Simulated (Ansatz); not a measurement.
Input

```
basis:
  gaussian: {orbitals: def2-SVPD}
crystal:
  periodic: [false, false, false]
  atoms:
    - {symbol: C, position_ang: [0.419608, -0.075173, 0.884897]}
    - {symbol: C, position_ang: [-0.061232, 1.391176, 0.799799]}
    - {symbol: C, position_ang: [-1.102235, -0.408475, 0.842835]}
    - {symbol: O, position_ang: [1.186052, -0.492050, 1.969695]}
    - {symbol: O, position_ang: [-1.416014, 0.981428, 0.567172]}
    - {symbol: Si, position_ang: [-1.805270, -1.564288, -0.500056]}
    - {symbol: H, position_ang: [0.743084, -0.220002, 2.786055]}
    - {symbol: H, position_ang: [0.965239, -0.399164, -0.015221]}
    - {symbol: H, position_ang: [0.058687, 1.936023, 1.758788]}
    - {symbol: H, position_ang: [0.340103, 2.016624, -0.016187]}
    - {symbol: H, position_ang: [-1.458651, -0.711403, 1.851118]}
    - {symbol: H, position_ang: [-3.287457, -1.426019, -0.569281]}
    - {symbol: H, position_ang: [-1.456457, -2.980469, -0.177033]}
    - {symbol: H, position_ang: [-1.208433, -1.197194, -1.816604]}
output: {forces: true, orbitals: {seedname: orbitals}}
hamiltonian: {xc: {name: PBE0}}
```

Launched as:

```sh
ansatz run input.yaml --threads 2 --pin off --max-ram 5220MiB --events-out events.jsonl --progress --plain --runs-dir runs
```

Geometry: B3LYP/def2-SVP.

All numbers below come from isolated molecule in a Gaussian basis; Kohn-Sham density functional theory, functional PBE0 in Ansatz.

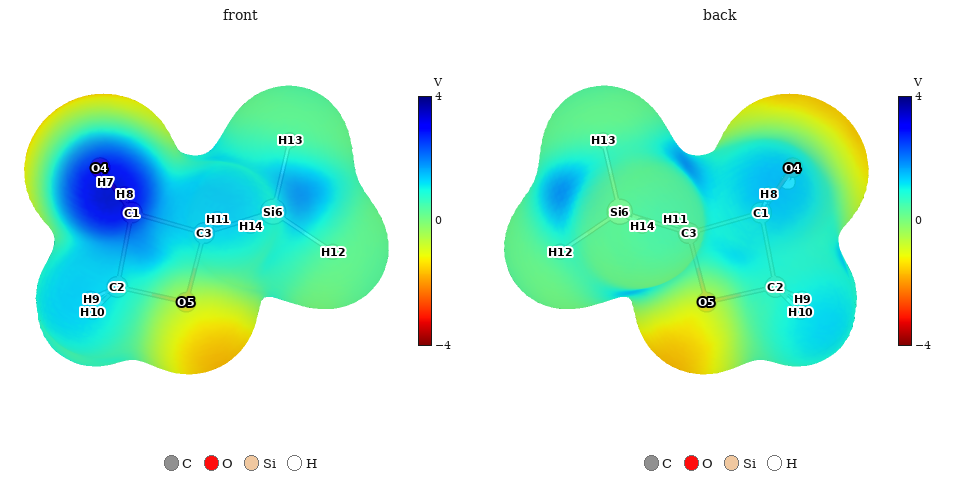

C$_{3}$H$_{8}$O$_{2}$Si. The electrostatic potential painted on the density surface at 0.004 e/bohr³, seen from the front and from behind; the colour scale runs from red (negative) to blue (positive).

### Which sites attract a positive test charge, and which a negative one?

A positive charge is drawn to the negative regions and a negative charge to the positive ones. The most negative region (about −1.6 V, or −37 kcal/mol for a unit charge) lies over O5, the most positive (about +3.3 V, or +76 kcal/mol for a unit charge) over H7. O5 is the likeliest acceptor of a hydrogen bond.
